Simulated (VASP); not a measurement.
# SrScIr2 with r2SCAN: from relaxation to properties, part 3 of 4

Wanted: the relaxed cell of SrScIr2 and its properties. The cell is generated by rule, not measured, and may not be a known phase. Left out of this account: 1 further run (core levels: core levels are not valid at this level).

VASP 6.6.1, plane waves and PAW; the level of theory is named at each step.

Still holding for the runs below: This run has no spin polarisation. Its electron count is odd, so without a moment it is a metal by construction.

So far. Step 3 (Relaxing cell and atoms (r2SCAN)): It ends with forces that vanish by symmetry and a pressure of 0.01 GPa. Step 4 (Density, ELF and potential (r2SCAN)): In this run the pressure is 0.01 GPa, small enough to go on. The relaxed cell has a = 4.632, c = 5.256 Å (conventional setting).

## (5) Band structure (r2SCAN)

Level of this step: r2SCAN; plane waves and PAW (Sr_sv, Sc_sv, Ir); invented cell (VASP).

The mesh alone shows little of the dispersion and can miss band extrema, so KPOINTS_OPT adds a path through the symmetry points after the self-consistent cycle.

The input, INCAR:

```
SYSTEM = SrScIr2
PREC = Accurate
ENCUT = 400
EDIFF = 1E-06
NELM = 100
ISMEAR = 0
SIGMA = 0.05
LREAL = .FALSE.
ALGO = Normal
METAGGA = R2SCAN
LASPH = .TRUE.
NBANDS = 33
LORBIT = 11
LWAVE = .FALSE.
LCHARG = .FALSE.
KPAR = 2
```

The input, POSCAR:

```
SrScIr2
1.0
    4.6319270953     -0.0000000003      0.0000000000
   -2.3159635533      4.0113665349      0.0000000000
    0.0000000000      0.0000000000      5.2559482474
Sr Sc Ir
1 1 2
Direct
    0.6666666700      0.3333333300      0.5000000000
    0.3333333300      0.6666666700      0.5000000000
    0.3333333300      0.6666666700      0.0000000000
    0.6666666700      0.3333333300      0.0000000000
```

The input, KPOINTS:

```
Automatic mesh
0
Gamma
6 6 4
0 0 0
```

The input, KPOINTS_OPT:

```
Line mode
16
Line-mode
Reciprocal
  0.00000000   0.00000000   0.00000000 GAMMA
  0.50000000   0.00000000   0.00000000 M

  0.50000000   0.00000000   0.00000000 M
  0.33333333   0.33333333   0.00000000 K

  0.33333333   0.33333333   0.00000000 K
  0.00000000   0.00000000   0.00000000 GAMMA

  0.00000000   0.00000000   0.00000000 GAMMA
  0.00000000   0.00000000   0.50000000 A

  0.00000000   0.00000000   0.50000000 A
  0.50000000   0.00000000   0.50000000 L

  0.50000000   0.00000000   0.50000000 L
  0.33333333   0.33333333   0.50000000 H

  0.33333333   0.33333333   0.50000000 H
  0.00000000   0.00000000   0.50000000 A

  0.50000000   0.00000000   0.50000000 L
  0.50000000   0.00000000   0.00000000 M

  0.33333333   0.33333333   0.00000000 K
  0.33333333   0.33333333   0.50000000 H
```

The projector-augmented-wave data sets are Sr_sv, Sc_sv and Ir (PBE family, release 64).

The run is started by

```console
mpirun -np 2 vasp_std
```

Log:

```text
[... set-up lines as in an earlier step ...]
 entering main loop
       N       E                     dE             d eps       ncg     rms          rms(c)
DAV:   1     0.285608723429E+03    0.28561E+03   -0.15563E+04  1394   0.958E+02
DAV:   2    -0.108544247323E+03   -0.39415E+03   -0.37604E+03  1386   0.363E+02
DAV:   3    -0.137308566673E+03   -0.28764E+02   -0.27020E+02  2212   0.967E+01
DAV:   4    -0.139571146317E+03   -0.22626E+01   -0.21558E+01  2356   0.211E+01
DAV:   5    -0.139630952221E+03   -0.59806E-01   -0.59737E-01  1956   0.263E+00    0.352E+01
DAV:   6    -0.126946667814E+03    0.12684E+02   -0.17649E+01  2296   0.284E+01    0.134E+01
DAV:   7    -0.129116291783E+03   -0.21696E+01   -0.33756E+01  2145   0.204E+01    0.210E+01
DAV:   8    -0.126229189098E+03    0.28871E+01   -0.39170E+01  2105   0.239E+01    0.781E+00
DAV:   9    -0.126311293439E+03   -0.82104E-01   -0.15808E+00  1811   0.849E+00    0.471E+00
DAV:  10    -0.126216886570E+03    0.94407E-01   -0.33286E-01  1954   0.529E+00    0.211E+00
DAV:  11    -0.126199839500E+03    0.17047E-01   -0.10410E-01  1939   0.258E+00    0.559E-01
DAV:  12    -0.126201717498E+03   -0.18780E-02   -0.13890E-02  2045   0.944E-01    0.220E-01
DAV:  13    -0.126201805627E+03   -0.88129E-04   -0.14002E-03  2019   0.285E-01    0.850E-02
DAV:  14    -0.126201853725E+03   -0.48097E-04   -0.19388E-04  1975   0.839E-02    0.324E-02
DAV:  15    -0.126201867636E+03   -0.13912E-04   -0.18567E-05  2241   0.257E-02    0.178E-02
DAV:  16    -0.126201875319E+03   -0.76823E-05   -0.98264E-06  1691   0.162E-02    0.544E-03
DAV:  17    -0.126201875611E+03   -0.29234E-06   -0.79783E-07   897   0.732E-03
   1 F= -.12620188E+03 E0= -.12619839E+03  d E =-.696773E-02
 Start KPOINTS_OPT (optional k-point list driver)
k-point batch [1-21\144]
       N       E                     dE             ncg
DAV:   1     0.100045383061E+04   -0.10261E+05     1394
DAV:   2    -0.734188077604E+04   -0.83423E+04     1388
DAV:   3    -0.790055679973E+04   -0.55868E+03     2010
DAV:   4    -0.793976204283E+04   -0.39205E+02     2492
DAV:   5    -0.794066063012E+04   -0.89859E+00     1801
DAV:   6    -0.794069009570E+04   -0.29466E-01     2100
DAV:   7    -0.794069081583E+04   -0.72013E-03     2108
DAV:   8    -0.794069084393E+04   -0.28098E-04     2266
DAV:   9    -0.794069084482E+04   -0.88834E-06     1364
[...]
k-point batch [127-144\144]
       N       E                     dE             ncg
DAV:   1     0.349732474485E+04   -0.17294E+05     1196
DAV:   2    -0.354654512510E+04   -0.70439E+04     1189
DAV:   3    -0.399368824888E+04   -0.44714E+03     1737
DAV:   4    -0.402145265249E+04   -0.27764E+02     2040
DAV:   5    -0.402203472734E+04   -0.58207E+00     1598
DAV:   6    -0.402205179185E+04   -0.17065E-01     1832
DAV:   7    -0.402205241196E+04   -0.62012E-03     1768
DAV:   8    -0.402205244211E+04   -0.30152E-04     1904
DAV:   9    -0.402205244294E+04   -0.82347E-06     1088
```

It took 3.2 min on 2 MPI ranks of Intel Xeon 6975P-C (Granite Rapids), shared host; peak memory 0.41 GiB.

From OUTCAR (step 5):

```text
   k-points           NKPTS =     21   k-points in BZ     NKDIM =     21   number of bands    NBANDS=     33

   NELECT =      39.0000    total number of electrons

 E-fermi :   3.8221

 k-point     1 :       0.0000    0.0000    0.0000
  band No.  band energies     occupation
    ...
     16       1.8915      2.00000
     17       1.8915      2.00000
     18       2.8175      2.00000
     19       2.8175      2.00000
     20       2.9742      2.00000
     21       5.3323      0.00000
     22       5.3324      0.00000
     23       5.4397      0.00000
     24       6.2860      0.00000
     25       6.2860      0.00000
    ...

  Total        0.0037903      0.0037903      0.0078508     -0.0000000      0.0000000      0.0000000
  in kB        0.0621842      0.0621842      0.1288013     -0.0000000      0.0000000      0.0000000
  external PRESSURE =       0.0843899 kB  Pullay stress =       0.0000000 kB

 POSITION                                       TOTAL-FORCE (eV/Angst)
 -----------------------------------------------------------------------------------
      2.31596      1.33712      2.62797         0.000000     -0.000000      0.000000
     -0.00000      2.67424      2.62797        -0.000000     -0.000000      0.000000
     -0.00000      2.67424      0.00000         0.000000     -0.000000      0.000000
      2.31596      1.33712      0.00000         0.000000      0.000000      0.000000
 -----------------------------------------------------------------------------------
    total drift:                                0.000011     -0.000006     -0.000000

  FREE ENERGIE OF THE ION-ELECTRON SYSTEM (eV)
  ---------------------------------------------------
  free  energy   TOTEN  =      -126.2018756110 eV

  energy  without entropy=     -126.1949078790  energy(sigma->0) =     -126.19839175

[... 7 parts as in an earlier step ...]

[... 9 further parts left out ...]
```

Spin-orbit coupling is off here; with elements this heavy it splits and shifts levels by tenths of an eV or more.

Numbers from this step:

| Quantity | Value |
| --- | --- |
| bands | 33 |
| pressure | 0.008439 GPa |

Electronic bands along the path, in eV, zero at the Fermi level; # counts the bands kept, so #1 is VASP's band 9:

| point | #9 | #10 | #11 | #12 | #13 | #14 | #15 | #16 |
| --- | --- | --- | --- | --- | --- | --- | --- | --- |
| Γ | -1.93 | -1.00 | -1.00 | -0.85 | 1.51 | 1.51 | 1.62 | 2.46 |
| M | -1.63 | -0.46 | 0.03 | 0.34 | 0.68 | 1.11 | 1.80 | 2.32 |
| K | -1.19 | -0.25 | 0.06 | 0.17 | 1.07 | 1.10 | 1.47 | 1.72 |
| Γ | -1.93 | -1.00 | -1.00 | -0.85 | 1.51 | 1.51 | 1.62 | 2.46 |
| A | -1.90 | -0.73 | -0.73 | -0.21 | 0.40 | 0.85 | 0.85 | 1.53 |
| L | -0.51 | -0.41 | -0.23 | -0.17 | 0.36 | 0.60 | 1.14 | 1.30 |
| H | -1.02 | -0.47 | -0.15 | 0.02 | 0.02 | 1.02 | 1.26 | 1.46 |
| A | -1.90 | -0.73 | -0.73 | -0.21 | 0.40 | 0.85 | 0.85 | 1.53 |
| jump to L | -0.51 | -0.41 | -0.23 | -0.17 | 0.36 | 0.60 | 1.14 | 1.30 |
| M | -1.63 | -0.46 | 0.03 | 0.34 | 0.68 | 1.11 | 1.80 | 2.32 |
| jump to K | -1.19 | -0.25 | 0.06 | 0.17 | 1.07 | 1.10 | 1.47 | 1.72 |
| H | -1.02 | -0.47 | -0.15 | 0.02 | 0.02 | 1.02 | 1.26 | 1.46 |

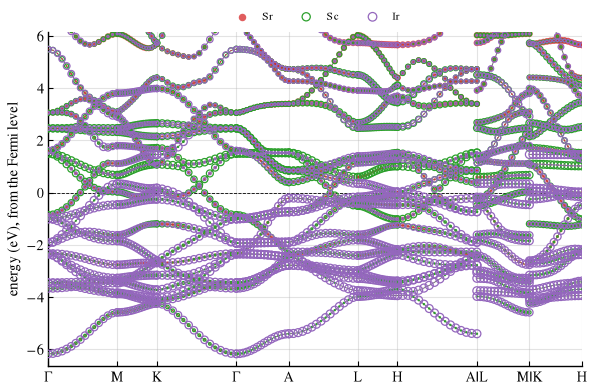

Electronic bands along the path; dots are coloured as in the legend, and their area grows with the weight.

There is no gap at this level.

## (6) Total and projected DOS (r2SCAN)

Here the states are counted by energy and projected on the atoms. The mesh is finer than in the run before.

Edit INCAR of step 5 so:

```diff
@@ -5,3 +5,3 @@
 NELM = 100
-ISMEAR = 0
+ISMEAR = -5
 SIGMA = 0.05
@@ -16 +16,2 @@
 KPAR = 2
+NEDOS = 2001
```

POSCAR is that of step 5.

The input, KPOINTS:

```
Automatic mesh
0
Gamma
8 8 6
0 0 0
```

The run is started by

```console
mpirun -np 2 vasp_std
```

Log:

```text
[... set-up lines as in an earlier step ...]
 entering main loop
       N       E                     dE             d eps       ncg     rms          rms(c)
DAV:   1     0.286548534908E+03    0.28655E+03   -0.15468E+04  2656   0.959E+02
DAV:   2    -0.109625396180E+03   -0.39617E+03   -0.37808E+03  2640   0.361E+02
DAV:   3    -0.137292692032E+03   -0.27667E+02   -0.25919E+02  4146   0.961E+01
DAV:   4    -0.139605456401E+03   -0.23128E+01   -0.22019E+01  4480   0.206E+01
DAV:   5    -0.139670617522E+03   -0.65161E-01   -0.65072E-01  3768   0.272E+00    0.349E+01
DAV:   6    -0.126920839884E+03    0.12750E+02   -0.16996E+01  4380   0.285E+01    0.130E+01
DAV:   7    -0.129133175702E+03   -0.22123E+01   -0.34186E+01  4112   0.205E+01    0.214E+01
DAV:   8    -0.126194659329E+03    0.29385E+01   -0.37895E+01  4031   0.239E+01    0.778E+00
DAV:   9    -0.126315747203E+03   -0.12109E+00   -0.11565E+00  3506   0.801E+00    0.440E+00
DAV:  10    -0.126224505259E+03    0.91242E-01   -0.42064E-01  3731   0.525E+00    0.200E+00
DAV:  11    -0.126208900428E+03    0.15605E-01   -0.95559E-02  3750   0.252E+00    0.584E-01
DAV:  12    -0.126210562245E+03   -0.16618E-02   -0.15197E-02  4187   0.879E-01    0.242E-01
DAV:  13    -0.126210624927E+03   -0.62682E-04   -0.15267E-03  3944   0.320E-01    0.667E-02
DAV:  14    -0.126210612856E+03    0.12071E-04   -0.15590E-04  3683   0.784E-02    0.323E-02
DAV:  15    -0.126210602522E+03    0.10333E-04   -0.16685E-05  4358   0.307E-02    0.155E-02
DAV:  16    -0.126210597403E+03    0.51195E-05   -0.88800E-06  2782   0.167E-02    0.630E-03
DAV:  17    -0.126210602355E+03   -0.49518E-05   -0.71613E-07  1953   0.872E-03    0.270E-03
DAV:  18    -0.126210606480E+03   -0.41256E-05   -0.35380E-07  1525   0.538E-03    0.140E-03
DAV:  19    -0.126210606988E+03   -0.50723E-06   -0.13375E-07  1443   0.291E-03
   1 F= -.12621061E+03 E0= -.12621061E+03  d E =0.000000E+00
 -----------------------------------------------------------------------------
|                                                                             |
|           W    W    AA    RRRRR   N    N  II  N    N   GGGG   !!!           |
|           W    W   A  A   R    R  NN   N  II  NN   N  G    G  !!!           |
|           W    W  A    A  R    R  N N  N  II  N N  N  G       !!!           |
|           W WW W  AAAAAA  RRRRR   N  N N  II  N  N N  G  GGG   !            |
|           WW  WW  A    A  R   R   N   NN  II  N   NN  G    G                |
|           W    W  A    A  R    R  N    N  II  N    N   GGGG   !!!           |
|                                                                             |
|     Tetrahedron method does not include variations of the Fermi             |
|     occupations, so forces and stress will be inaccurate. We suggest        |
|     using a different smearing scheme ISMEAR = 1 or 2 for metals in         |
|     relaxations.                                                            |
|                                                                             |
 -----------------------------------------------------------------------------
```

Wall time 98 s (2 MPI ranks); peak memory 0.44 GiB.

From OUTCAR (step 6):

```text
   k-points           NKPTS =     40   k-points in BZ     NKDIM =     40   number of bands    NBANDS=     33

   NELECT =      39.0000    total number of electrons

 E-fermi :   3.7550

 k-point     1 :       0.0000    0.0000    0.0000
  band No.  band energies     occupation
    ...
     16       1.8538      2.00000
     17       1.8538      2.00000
     18       2.7965      2.00000
     19       2.7965      2.00000
     20       2.9820      2.00000
     21       5.3524      0.00000
     22       5.3524      0.00000
     23       5.4430      0.00000
     24       6.2968      0.00000
     25       6.2968      0.00000
    ...

  Total       -0.1400213     -0.1400213      0.4643333      0.0000000      0.0000000     -0.0000000
  in kB       -2.2972037     -2.2972037      7.6178997      0.0000000      0.0000000     -0.0000000
  external PRESSURE =       1.0078308 kB  Pullay stress =       0.0000000 kB

 POSITION                                       TOTAL-FORCE (eV/Angst)
 -----------------------------------------------------------------------------------
      2.31596      1.33712      2.62797        -0.000000      0.000000      0.000000
     -0.00000      2.67424      2.62797        -0.000000      0.000000      0.000000
     -0.00000      2.67424      0.00000         0.000000      0.000000      0.000000
      2.31596      1.33712      0.00000         0.000000     -0.000000      0.000000
 -----------------------------------------------------------------------------------
    total drift:                                0.000011     -0.000006     -0.000000

  FREE ENERGIE OF THE ION-ELECTRON SYSTEM (eV)
  ---------------------------------------------------
  free  energy   TOTEN  =      -126.2106069876 eV

  energy  without entropy=     -126.2106069876  energy(sigma->0) =     -126.21060699

[... 6 parts as in an earlier step ...]

[... 10 further parts left out ...]
```

With tetrahedra the forces and stress of a metal are not exact derivatives of the energy.

Numbers from this step:

```yaml
scf_cycles: 19
irreducible_k_points: 40
free_energy_toten: -126.2106 eV
fermi_energy: 3.755 eV
pressure: 0.1008 GPa
dos_at_the_fermi_level: 5.903 states/eV/cell
```

The density of states has structure finer than the step of the table below, so its rows give means over 1 eV, whole bins alone (the curve runs from -12.0 to 3.56 eV). Peaks (eV: height): total -3.2: 11.7, -1.4: 8.99, -0.4: 9.57, 1.1: 8.56; Ir d -3.2: 8.90, -1.9: 3.45, -1.4: 4.61, -0.4: 6.15; Sc d -0.1: 1.92, 1.1: 4.79, 2.5: 2.27, 3.3: 1.44; Ir s -4.5: 0.709, -3.8: 0.464, -3.4: 0.545, -2.4: 0.222; Sr d -0.4: 0.331, -0.1: 0.564, 1.1: 0.656, 3.5: 1.26.

States under -12.0 eV and over 3.6 eV are left out. The density of states by energy, zero at the Fermi level; means over each step; values in states/eV/cell:

| energy (eV) | total | Ir d | Sc d | Ir s | Sr d | Ir p |
| --- | --- | --- | --- | --- | --- | --- |
| -7 | 0 | 0 | 0 | 0 | 0 | 0 |
| -6 | 0.175 | 0.00706 | 0.00233 | 0.0876 | 4.9e-4 | 0.00156 |
| -5 | 0.973 | 0.114 | 0.0180 | 0.456 | 0.00417 | 0.0234 |
| -4 | 3.09 | 1.86 | 0.0999 | 0.407 | 0.0420 | 0.0541 |
| -3 | 7.42 | 5.52 | 0.259 | 0.197 | 0.0900 | 0.175 |
| -2 | 3.80 | 2.29 | 0.107 | 0.134 | 0.145 | 0.168 |
| -1 | 3.83 | 2.08 | 0.307 | 0.0899 | 0.148 | 0.222 |
| 0 | 5.24 | 2.80 | 0.807 | 0.0889 | 0.233 | 0.161 |
| 1 | 5.81 | 0.986 | 2.76 | 0.0279 | 0.417 | 0.162 |
| 2 | 3.25 | 0.980 | 1.22 | 0.0418 | 0.125 | 0.168 |
| 3 | 3.68 | 0.574 | 1.22 | 0.124 | 0.299 | 0.205 |

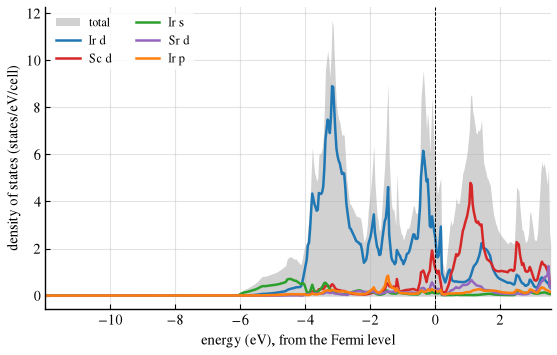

Density of states, plotted against energy.

The finer mesh and the other smearing move the Fermi level by -0.07 eV from the 6×6×4 run, one measure of the sampling error in the zero of the bands above. Of the states within 0.3 eV of the Fermi level, the largest shares in the PAW spheres are Ir d 50 % and Sc d 17 %. The rest lies in smaller channels or between the spheres.

(Continued in part 4 of 4.)

[Lines on the potential files, build, host, timing and source positions are cut from VASP's logs without a mark.]

[Logs are printed without paths, hosts, clocks, repeated set-up lines and the standing remarks that a program may print on its own settings, such as how far it seeks lower states.]

[Hosts, paths, dates, database ids (printed as entryN), source tags and the programs' standing remarks are cut or masked in the printed files.]

[A measured line is paired with the nearest computed mode of its activity, which favours agreement.]
